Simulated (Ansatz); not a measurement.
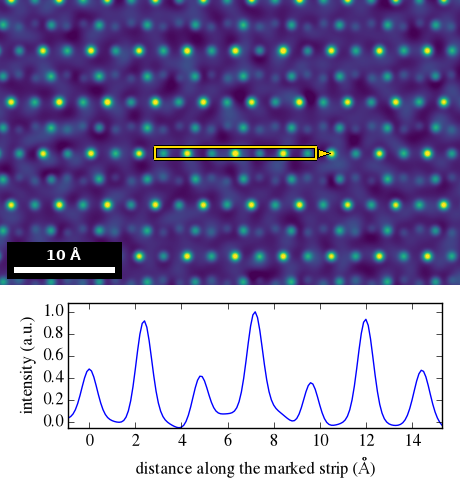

HAADF-like image of NbTl2 (P6_3/mmc, No. 194) along [100]. The image is simulated as a sum over atoms of Z^1.8, blurred by a 0.78 Å probe (no channelling). The speckle of an amorphous layer was added. Atomic positions: the geometry relaxed (final pressure about 5 GPa) with Ansatz 0.2.0, DFT, PAW plane waves, r2scan; the starting structure was generated, so it need not be a known form of this composition.

```cif
data_structure
_symmetry_space_group_name_H-M 'P6_3/mmc'
_symmetry_Int_Tables_number 194
_cell_length_a 5.5494
_cell_length_b 5.5494
_cell_length_c 10.2787
_cell_angle_alpha 90.000
_cell_angle_beta 90.000
_cell_angle_gamma 120.000
_cell_volume 274.13
loop_
_atom_site_label
_atom_site_type_symbol
_atom_site_symmetry_multiplicity
_atom_site_Wyckoff_symbol
_atom_site_fract_x
_atom_site_fract_y
_atom_site_fract_z
_atom_site_occupancy
Nb1 Nb 4 f 0.33333 0.66667 0.51679 1
Tl1 Tl 2 a 0.00000 0.00000 0.50000 1
Tl2 Tl 6 h 0.33873 0.16936 0.75000 1
```

The curve is the intensity along the marked strip, in the direction of its arrowhead, with zero distance at the first column. Brightness is counted from the darkest point of the image.

### Assign the peaks of the line profile.

| position (Å) | atoms per repeat along the beam | height (% of the highest) |
| --- | --- | --- |
| 0.0 | 1 Tl | 50 |
| 2.4 | 2 Tl | 100 |
| 4.8 | 1 Tl | 50 |
| 7.2 | 2 Tl | 100 |
| 9.6 | 1 Tl | 50 |
| 12.0 | 2 Tl | 100 |
| 14.4 | 1 Tl | 50 |
